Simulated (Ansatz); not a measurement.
The figure comes from a scan of TaN (rock salt): volume and axial ratio are varied about the relaxed values (subscript 0). Level of theory: PBEsol (plane waves to 420 eV, PAW, scalar-relativistic; Ansatz, a quantum-chemistry and plane-wave program). k mesh 18×18×18 (Γ-centred), Fermi-Dirac smearing 0.05 eV. The energy includes the smearing's −TS. With partly filled bands, the response to shear is sensitive to the k mesh, so small differences along c/a are uncertain. Spin-orbit coupling is left out, though Ta is heavy. TaN is run without spin polarisation. TaN was relaxed with its symmetry unable to fall. The PAW data are Ansatz's earlier set. This is a high-temperature form of TaN. The zero of ΔE is the relaxed starting cell.

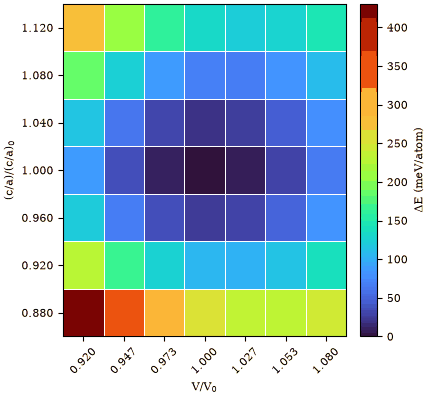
Figure: ΔE (meV/atom), one tile a computed point.

### Question
Read the plotted values off the figure, to the accuracy that the plot allows.

### Answer
To the nearest 50:

ΔE (meV/atom), with V/V₀ across and (c/a)/(c/a)₀ down:

| (c/a)/(c/a)₀ \ V/V₀ | 0.920 | 0.947 | 0.973 | 1.000 | 1.027 | 1.053 | 1.080 |
|---|---|---|---|---|---|---|---|
| 0.880 | 450 | 350 | 300 | 250 | 250 | 250 | 250 |
| 0.920 | 250 | 150 | 150 | 100 | 100 | 100 | 150 |
| 0.960 | 100 | 50 | 50 | 0 | 50 | 50 | 100 |
| 1.000 | 100 | 50 | 0 | 0 | 0 | 50 | 50 |
| 1.040 | 100 | 50 | 50 | 0 | 50 | 50 | 100 |
| 1.080 | 200 | 100 | 100 | 50 | 50 | 100 | 100 |
| 1.120 | 300 | 200 | 150 | 150 | 100 | 150 | 150 |

(A scan under strain: stresses follow from slopes of the energy per volume, elastic moduli from its curvatures.)
